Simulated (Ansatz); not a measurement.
The calculation's input:

```
crystal:
  periodic: [false, false, false]
  atoms:
    - {symbol: Si, position_ang: [-1.494689, 0.732775, -0.194240]}
    - {symbol: H, position_ang: [2.432263, 1.421630, -1.489099]}
    - {symbol: O, position_ang: [-0.529303, -0.559903, -0.123512]}
    - {symbol: Si, position_ang: [0.513957, -1.505521, 0.718547]}
    - {symbol: H, position_ang: [-2.168725, 0.751768, -1.507265]}
    - {symbol: H, position_ang: [-2.437811, 0.740910, 0.946092]}
    - {symbol: H, position_ang: [1.838164, 1.735042, -1.163257]}
    - {symbol: F, position_ang: [-0.616460, 2.060174, -0.081530]}
    - {symbol: H, position_ang: [0.068100, -1.611226, 2.132015]}
    - {symbol: H, position_ang: [1.873929, -0.916538, 0.668972]}
    - {symbol: H, position_ang: [0.520475, -2.849212, 0.093279]}
basis:
  gaussian: {orbitals: def2-TZVPP}
hamiltonian: {xc: pbe0, dispersion: d4}
output: {orbitals: {seedname: orbitals}}
```

Launched as:

```sh
ansatz run in.yaml --threads 4 --pin off --events-out ev --progress --plain --max-ram 9574MiB
```

The product side of a reaction path; geometry: PBE0-D4/def2-TZVP; a saddle point, not a minimum.

These are results of Ansatz 0.2.0, RKS PBE0-D4/def2-TZVPP, not measurements.

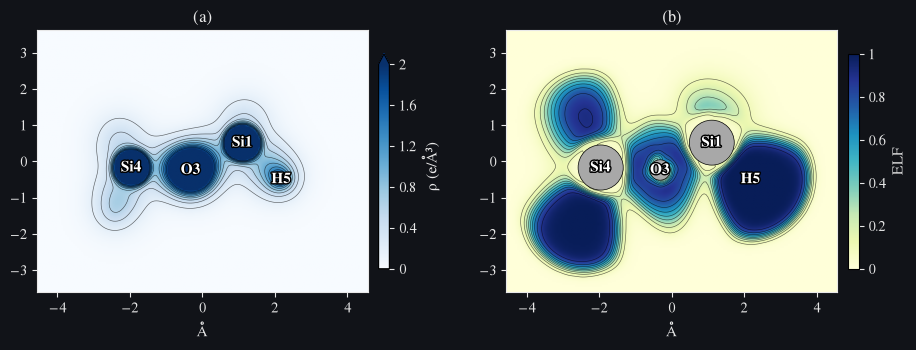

FH5OSi2···H2. (a) total electron density; (b) electron localisation function on the plane of atoms Si1, O3 and Si4. Grey discs cover the atomic cores in the ELF map.

> Interpret the plot.

The plane passes through Si, O and H nuclei. Si–O (1.61 Å): ρ at the midpoint is about 1.2 e/Å³; the ELF peaks at about 0.85 between the atoms: a polar covalent bond. Si–H (1.48 Å): ρ at the midpoint is about 0.87 e/Å³; the ELF climbs to about 1 towards the hydrogen, as it does in any bond to H. The ELF also peaks beside O3, away from the bonds: lone-pair regions.
